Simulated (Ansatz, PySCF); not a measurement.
Potential energy curve for CaH, doublet.

Levels: UHF/STO-3G = unrestricted Hartree-Fock/STO-3G (PySCF); UKS-BLYP = unrestricted BLYP/def2-TZVP (PySCF); UKS-B3LYP/6-31G* = unrestricted B3LYP/6-31G*, spherical d in PySCF; UKS-PBE = unrestricted PBE/def2-TZVP (Ansatz, a program for electronic structure).

Energies are in kcal/mol, each relative to the lowest point of its own curve near equilibrium.

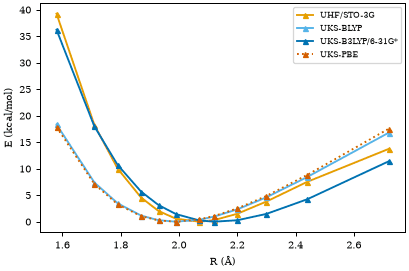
Figure. Energy against bond length for each method.

```tsv
R / Å	UHF/STO-3G	UKS-BLYP	UKS-B3LYP/6-31G*	UKS-PBE
1.58	39.2	18.3	36.2	17.9
1.71	18.2	7.4	18.0	7.1
1.79	10.0	3.5	10.7	3.3
1.87	4.6	1.2	5.7	1.0
1.93	2.0	0.3	3.1	0.2
1.99	0.6	0.0	1.4	0.0
2.07	0.0	0.4	0.2	0.4
2.12	0.3	1.0	0.0	1.1
2.20	1.5	2.3	0.3	2.5
2.30	3.8	4.6	1.5	4.9
2.44	7.5	8.4	4.2	8.8
2.72	13.7	16.8	11.4	17.5
```

At the longest distance, 2.72 Å, UKS-PBE lies highest above its minimum (17.5 kcal/mol) and UKS-B3LYP/6-31G* lowest (11.4 kcal/mol).

The scan ran from 1.58 to 7.90 Å; beyond the distances shown one of the unrestricted levels run for this scan, shown here or not, changes its spin distribution in one step. The unrestricted determinant behind UHF/STO-3G is spin-contaminated at 2.30 to 2.72 Å (<S²> up to 0.9, against 0.75 for a pure doublet).
